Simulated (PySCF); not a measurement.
**SiH2F (SMILES F[SiH2]): U-r2SCAN/STO-3G**

Aim: the energy change on altering one bond length of SiH2F at U-r2SCAN/STO-3G, from 2 runs. 

The calculation is run with PySCF 2.14.0.

8 further runs of the same task are left out: 8 set aside as unsound or not needed.

### 1 The system as given

The species is SiH2F (4 atoms), meant as a doublet with charge 0. As SMILES, `F[SiH2]`. The shape is that of a GFN2-xTB optimisation.

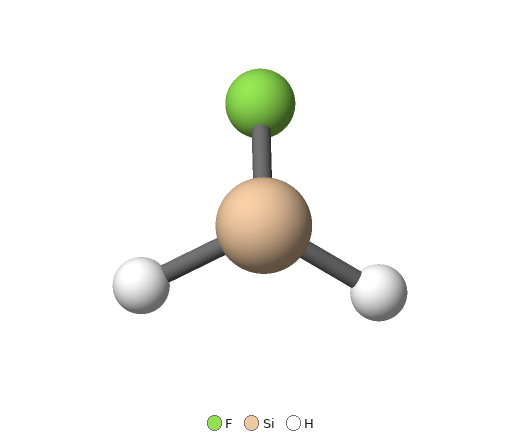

Viewed from a chosen angle; fluorine green, silicon light orange, hydrogen white.

### 2 The energy at U-r2SCAN/STO-3G

Contents of job.py:

```python
# F[SiH2]
from pyscf import gto, dft

molecule = gto.M(
    atom='''
F      2.278235     1.223673    -0.804097
Si    -0.230830    -0.500626    -0.466517
H     -2.305334     1.282217    -0.494428
H      0.257929    -2.005264     1.765042
''',
    spin=1,
    unit='bohr',
    max_memory=1860,
    charge=0,
    verbose=3,
    basis='sto-3g',
)

calc0 = dft.UKS(molecule)
calc0.xc = 'r2scan'
calc0.grids.level = 5
calc0.conv_tol = 1e-10
calc0.kernel()
if not calc0.converged:
    calc0 = calc0.newton().run(calc0.mo_coeff, calc0.mo_occ)

etot = calc0.e_tot
print('Final energy', etot)
```

Command:

```sh
$ OMP_NUM_THREADS=1 python job.py
```

What it wrote:

```text
converged SCF energy = -385.612628693439  <S^2> = 0.75046574  2S+1 = 2.0004657
Final energy -385.61262869343886
```

It took 4.8 s on 1 thread of Arm Neoverse V2, shared host; peak memory 0.2 GiB.

### 3 The distorted shape, same level

Contents of calc.py:

```python
from pyscf import gto, dft

mol = gto.M(
    atom='''
F        2.522909      -0.484573      -0.407786
Si       1.195169      -1.397033      -0.229146
H       -1.219930       0.678520      -0.261640
H        1.453809      -2.193253       0.951744
''',
    spin=1,
    basis='sto-3g',
    verbose=3,
    max_memory=1860,
)

myscf = dft.UKS(mol, xc='r2scan')
myscf.conv_tol = 1e-10
myscf.grids.level = 5
myscf.kernel()
if not myscf.converged:
    myscf = myscf.newton().run(myscf.mo_coeff, myscf.mo_occ)

e_tot = myscf.e_tot
print('E(%s) = %.9f' % ('R2SCAN', e_tot))
```

Command:

```sh
$ OMP_NUM_THREADS=1 python calc.py
```

What it wrote:

```text
converged SCF energy = -385.482343736693  <S^2> = 0.75845225  2S+1 = 2.0084345
E(R2SCAN) = -385.482343737
```

Wall time 5.7 s (1 thread of Arm Neoverse V2, shared host); peak memory 0.2 GiB.

### 4 Summary of results

Level: U-r2SCAN/STO-3G.

| quantity | value |
| --- | --- |
| first shape: total energy | -385.61263 Eh |
| first shape: dipole moment | 0.65 D |
| first shape: HOMO energy (highest over α and β) | -1.37 eV |
| first shape: LUMO energy (lowest over α and β) | 0.97 eV |
| first shape: ⟨S²⟩ | 0.750 |
| distorted shape: total energy | -385.48234 Eh |
| distorted shape: dipole moment | 0.47 D |
| distorted shape: HOMO energy (highest over α and β) | -1.73 eV |
| distorted shape: LUMO energy (lowest over α and β) | 0.93 eV |
| distorted shape: ⟨S²⟩ | 0.758 |
| energy change with the Si2–H3 bond stretched from 1.448 to 3.185 Å | 3.545 eV |

What this shows: With the Si2–H3 bond stretched from 1.448 to 3.185 Å the energy rises by 3.55 eV (342 kJ/mol). The first shape isn't relaxed at this level, so the change isn't measured from a minimum. The minimal basis adds a large error of its own. Mulliken charges (distorted shape) run from -0.20 on H4 to +0.42 on Si2; they depend strongly on the basis.
